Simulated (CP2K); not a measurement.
**PM6 run of GaH2S2F (SMILES [F][Ga]([SH])[SH])**

What is the energy change on altering one bond length of GaH2S2F at PM6? 

Program for the calculation: CP2K 2026.2.

3 further runs of the same task are left out: 1 that didn't finish, 2 set aside as unsound or not needed.

### 1 The system as given

GaH2S2F has 6 atoms, charge 0, and is taken as a singlet. SMILES: `[F][Ga]([SH])[SH]`. Geometry: a GFN2-xTB relaxation, a rough one for these elements and not checked as a minimum. This is one conformer, not always the lowest.

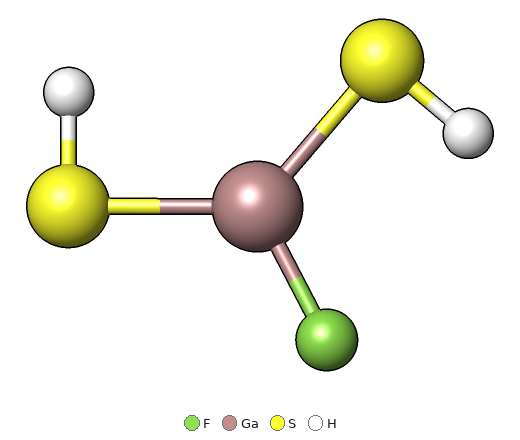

Viewed from a chosen angle; fluorine green, gallium pink, sulfur yellow, hydrogen white.

### 2 Energy and gradient at PM6

molecule.xyz

```xyz
6

F     -0.555890    -1.924750     0.653560
Ga    -0.273160    -0.276810     0.067990
S      1.884210     0.296130     0.236570
S     -2.013420     0.887360    -0.700980
H      2.179620    -0.906050     0.716950
H     -1.221360     1.924120    -0.974090
```

qs.inp

```
&FORCE_EVAL
  METHOD Quickstep
  &DFT
    &QS
      METHOD PM6
      EPS_DEFAULT 1.0E-10
      &SE
        &COULOMB
          CUTOFF [angstrom] 50
          RC_RANGE [angstrom] 0
        &END COULOMB
        &EXCHANGE
          CUTOFF [angstrom] 50
          RC_RANGE [angstrom] 0
        &END EXCHANGE
      &END SE
    &END QS
    &POISSON
      PERIODIC NONE
      POISSON_SOLVER ANALYTIC
    &END POISSON
    &SCF
      SCF_GUESS ATOMIC
      EPS_SCF 1.0E-06
      MAX_SCF 150
      ADDED_MOS 4
      &DIAGONALIZATION
        ALGORITHM STANDARD
      &END DIAGONALIZATION
      &MIXING
        METHOD DIRECT_P_MIXING
        ALPHA 0.4
      &END MIXING
    &END SCF
    &PRINT
      &MOMENTS
        PERIODIC F
        REFERENCE COM
        MAX_MOMENT 1
      &END MOMENTS
      &MO ON
        ENERGIES T
        OCCUPATION_NUMBERS T
        NDIGITS 6
        &EACH
          QS_SCF 0
        &END EACH
        ADD_LAST NUMERIC
      &END MO
      &HIRSHFELD OFF
      &END HIRSHFELD
    &END PRINT
  &END DFT
  &SUBSYS
    &CELL
      ABC 16.2 15.8 13.7
      PERIODIC NONE
    &END CELL
    &TOPOLOGY
      COORD_FILE_NAME molecule.xyz
      COORD_FILE_FORMAT XYZ
      &CENTER_COORDINATES
      &END CENTER_COORDINATES
    &END TOPOLOGY
  &END SUBSYS
  &PRINT
    &FORCES ON
    &END FORCES
  &END PRINT
&END FORCE_EVAL
&GLOBAL
  PROJECT_NAME qs
  RUN_TYPE ENERGY_FORCE
  PRINT_LEVEL MEDIUM
&END GLOBAL
```

On the command line:

```sh
OMP_NUM_THREADS=1 cp2k.psmp -i qs.inp > qs.out 2>&1
```

What it wrote, cut to the lines that bear on the results:

```text
CP2K| version string:                                       CP2K version 2026.2
[...]
 GLOBAL| Method name                                                        CP2K
[...]
 GLOBAL| Run type                                                   ENERGY_FORCE
[...]
                             - Atoms:                                          6
[...]
                             - Spherical basis functions:                     28
[...]
 Number of electrons:                                                         24
[...]
     1 P_Mix/Diag. 0.40E+00    0.0     0.82346684       -29.8887417381 -2.99E+01
[...]
    24 DIIS/Diag.  0.52E-06    0.0     0.00000095       -33.4021095999  1.36E-12
  *** SCF run converged in    24 steps ***
  Core-core repulsion energy [eV]:                           1021.72728129885911
  Core Hamiltonian energy [eV]:                             -1456.66865382809397
  Two-electron integral energy [eV]:                         -947.95250682648066
  Electronic energy [eV]:                                   -1930.64490724133429
  Total energy [eV]:                                         -908.91762594247518
  Atomic reference energy [eV]:                               905.25678240361253
  Heat of formation [kcal/mol]:                               -84.42106422170512
[...]
 SE_DIPOLE| Moment [Debye]         -0.86116024      -2.01137779       0.65153165
 SE_DIPOLE| Derivative [a.u.]       0.00000000       0.00000000       0.00000000
 ENERGY| Total FORCE_EVAL ( QS ) energy [hartree]            -33.402109599931705
 FORCES| Atomic forces [hartree/bohr]
 FORCES|   Atom     x               y               z               |f|
 FORCES|      1  6.59540606E-04  1.00286078E-02 -3.77040444E-03   1.07342404E-02
 FORCES|      2 -3.77425401E-03 -3.18808691E-03  7.31643070E-04   4.99441618E-03
 FORCES|      3 -1.92597381E-02  6.34587219E-03 -5.68670897E-03   2.10605381E-02
 FORCES|      4  7.79223911E-03 -1.56390477E-02  7.59727705E-03   1.90530161E-02
 FORCES|      5  1.42115809E-02 -1.37966858E-02  7.49111472E-03   2.11762690E-02
 FORCES|      6  3.70631445E-04  1.62493404E-02 -6.36292144E-03   1.74546613E-02
 FORCES| Sum     1.63064007E-16 -5.55111512E-17  1.11022302E-16
 FORCES| Total atomic force                                       2.04932452E-16
[...]
```

Wall time 1.2 s (1 thread of Intel Xeon Platinum 8488C (Sapphire Rapids), shared host); peak memory 0.19 GiB.

### 3 The distorted shape, same level

Edit molecule.xyz of step 2 so:

```diff
@@ -2,3 +2,3 @@
 
-F     -0.555890    -1.924750     0.653560
+F     -0.527612    -1.759926     0.594992
 Ga    -0.273160    -0.276810     0.067990
```

job.inp

```
&GLOBAL
    PROJECT_NAME job
    RUN_TYPE ENERGY_FORCE
    PRINT_LEVEL MEDIUM
&END GLOBAL

&FORCE_EVAL
    METHOD Quickstep
    &DFT
        CHARGE 0
        MULTIPLICITY 1
        &QS
            METHOD PM6
            EPS_DEFAULT 1.0E-10
            &SE
                &COULOMB
                    CUTOFF [angstrom] 50
                    RC_RANGE [angstrom] 0
                &END COULOMB
                &EXCHANGE
                    CUTOFF [angstrom] 50
                    RC_RANGE [angstrom] 0
                &END EXCHANGE
            &END SE
        &END QS
        ! no periodic images
        &POISSON
            PERIODIC NONE
            POISSON_SOLVER ANALYTIC
        &END POISSON
        ! SCF settings
        &SCF
            SCF_GUESS ATOMIC
            EPS_SCF 1.0E-06
            MAX_SCF 150
            ADDED_MOS 4
            &DIAGONALIZATION
                ALGORITHM STANDARD
            &END DIAGONALIZATION
            &MIXING
                METHOD DIRECT_P_MIXING
                ALPHA 0.4
            &END MIXING
        &END SCF
        ! extra output
        &PRINT
            &MOMENTS
                PERIODIC F
                REFERENCE COM
                MAX_MOMENT 1
            &END MOMENTS
            &MO ON
                ENERGIES T
                OCCUPATION_NUMBERS T
                NDIGITS 6
                &EACH
                    QS_SCF 0
                &END EACH
                ADD_LAST NUMERIC
            &END MO
            &HIRSHFELD OFF
            &END HIRSHFELD
        &END PRINT
    &END DFT
    &SUBSYS
        ! vacuum box
        &CELL
            ABC [angstrom] 16.2 15.7 13.7
            PERIODIC NONE
        &END CELL
        &TOPOLOGY
            COORD_FILE_NAME molecule.xyz
            COORD_FILE_FORMAT XYZ
            &CENTER_COORDINATES
            &END CENTER_COORDINATES
        &END TOPOLOGY
    &END SUBSYS
    &PRINT
        &FORCES ON
        &END FORCES
    &END PRINT
&END FORCE_EVAL
```

On the command line:

```sh
OMP_NUM_THREADS=1 cp2k.psmp job.inp > job.out
```

What it wrote, cut to the lines that bear on the results:

```text
CP2K| version string:                                       CP2K version 2026.2
[...]
 GLOBAL| Method name                                                        CP2K
[...]
 GLOBAL| Run type                                                   ENERGY_FORCE
[...]
                             - Atoms:                                          6
[...]
                             - Spherical basis functions:                     28
[...]
 Number of electrons:                                                         24
[...]
     1 P_Mix/Diag. 0.40E+00    0.0     0.82682016       -29.7966724294 -2.98E+01
[...]
    21 DIIS/Diag.  0.61E-06    0.0     0.00000082       -33.3854679123 -2.67E-12
  *** SCF run converged in    21 steps ***
  Core-core repulsion energy [eV]:                           1047.69067142239965
  Core Hamiltonian energy [eV]:                             -1457.84567377506596
  Two-electron integral energy [eV]:                         -996.61956047760123
  Electronic energy [eV]:                                   -1956.15545401386657
  Total energy [eV]:                                         -908.46478259146681
  Atomic reference energy [eV]:                               905.25678240361253
  Heat of formation [kcal/mol]:                               -73.97824763803887
[...]
 SE_DIPOLE| Moment [Debye]         -0.70323400      -1.34333815       0.42208744
 SE_DIPOLE| Derivative [a.u.]       0.00000000       0.00000000       0.00000000
 ENERGY| Total FORCE_EVAL ( QS ) energy [hartree]            -33.385467912268794
 FORCES| Atomic forces [hartree/bohr]
 FORCES|   Atom     x               y               z               |f|
 FORCES|      1 -2.14526560E-02 -1.16033712E-01  4.09442116E-02   1.24901830E-01
 FORCES|      2  1.67971342E-02  1.19407810E-01 -4.29144381E-02   1.27992257E-01
 FORCES|      3 -1.71887794E-02  7.98539288E-03 -5.93535063E-03   1.98607407E-02
 FORCES|      4  7.29497808E-03 -1.42583896E-02  6.97264089E-03   1.74681453E-02
 FORCES|      5  1.42779173E-02 -1.37438949E-02  7.47192279E-03   2.11797829E-02
 FORCES|      6  2.71405762E-04  1.66427939E-02 -6.53898653E-03   1.78833608E-02
 FORCES| Sum     4.51028104E-17  6.93889390E-16 -3.33066907E-16
 FORCES| Total atomic force                                       7.71006040E-16
[...]
```

It took 1.1 s on 1 thread of Intel Xeon Platinum 8488C (Sapphire Rapids), shared host; peak memory 0.18 GiB.

### 4 What came out

At PM6:

| quantity | value |
| --- | --- |
| first shape: total energy | -33.40211 Eh |
| first shape: dipole moment | 2.28 D |
| first shape: HOMO energy | -9.87 eV |
| first shape: LUMO energy | -1.92 eV |
| first shape: HOMO–LUMO gap | 7.95 eV |
| first shape: heat of formation at this unrelaxed shape | -84.4 kcal/mol |
| first shape: largest force on an atom | 1.089 eV/Å |
| distorted shape: total energy | -33.38547 Eh |
| distorted shape: dipole moment | 1.57 D |
| distorted shape: HOMO energy | -9.81 eV |
| distorted shape: LUMO energy | -1.72 eV |
| distorted shape: HOMO–LUMO gap | 8.09 eV |
| distorted shape: heat of formation at this unrelaxed shape | -74.0 kcal/mol |
| distorted shape: largest force on an atom | 6.582 eV/Å |
| energy change with the F1–Ga2 bond shortened from 1.772 to 1.594 Å | 0.453 eV |

With the F1–Ga2 bond shortened from 1.772 to 1.594 Å the energy rises by 0.45 eV (10.4 kcal/mol). The first shape isn't relaxed at this level, so the change isn't measured from a minimum. The largest force (first shape) is 1.09 eV/Å: the shape isn't a stationary point for this species at this level.
